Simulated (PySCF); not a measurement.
System: CH$_{12}$OSi$_{4}$.

```yaml
atoms:
  - { symbol: C, position_ang: [-2.3668, 1.6179, -0.4970] }
  - { symbol: Si, position_ang: [-0.9221, 0.5937, 0.2229] }
  - { symbol: Si, position_ang: [-1.4476, -1.6745, 0.1016] }
  - { symbol: Si, position_ang: [1.0347, 1.2406, -0.8306] }
  - { symbol: O, position_ang: [2.1951, 0.2247, -0.3059] }
  - { symbol: Si, position_ang: [2.9613, -1.0967, 0.2080] }
  - { symbol: H, position_ang: [-3.2986, 1.3899, 0.0113] }
  - { symbol: H, position_ang: [-2.1925, 2.6853, -0.3927] }
  - { symbol: H, position_ang: [-2.5136, 1.4146, -1.5544] }
  - { symbol: H, position_ang: [-0.8842, 0.9867, 1.6556] }
  - { symbol: H, position_ang: [-1.9058, -2.0674, -1.2383] }
  - { symbol: H, position_ang: [-2.5120, -2.1193, 1.0107] }
  - { symbol: H, position_ang: [-0.2842, -2.5174, 0.3985] }
  - { symbol: H, position_ang: [1.0329, 1.0881, -2.2936] }
  - { symbol: H, position_ang: [1.6042, 2.5611, -0.5322] }
  - { symbol: H, position_ang: [2.3789, -1.4572, 1.5012] }
  - { symbol: H, position_ang: [4.3657, -0.7136, 0.3185] }
  - { symbol: H, position_ang: [2.7461, -2.1500, -0.7828] }
```

Geometry: GFN2-xTB.

Computed with PBE0/pcSseg-1, SCF density, gas phase, non-relativistic in PySCF.

Q: What can the converged electron density and electron localisation function tell about the bonding?

A: Si–O (1.63 Å): ρ is about 1.1 e/Å³ halfway; the ELF peaks at about 0.85 between the atoms: a polar covalent bond.
C–Si (1.91 Å): ρ at the midpoint is about 0.88 e/Å³; the ELF peaks at about 0.95 between the atoms: localised, covalent bonding.
Si–Si (2.31 Å): ρ at the midpoint is about 0.68 e/Å³; the ELF peaks at about 1 between the atoms; a shared electron pair.
C–H (1.09 Å): ρ is about 1.9 e/Å³ halfway; the ELF climbs to about 1 towards the hydrogen, as it does in any bond to H (an ordinary covalent bond to hydrogen).

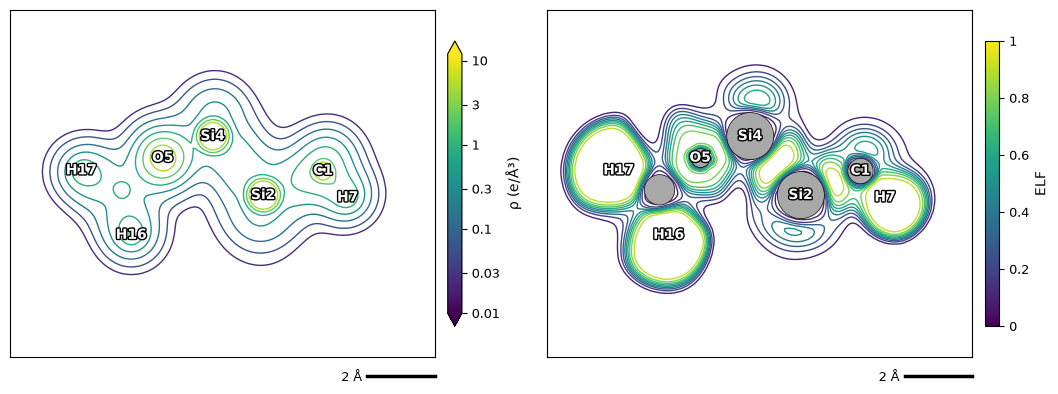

Computed electron density and electron localisation function on the plane of atoms Si2, C1 and H7, in this order. Grey discs cover the atomic cores in the ELF map. 
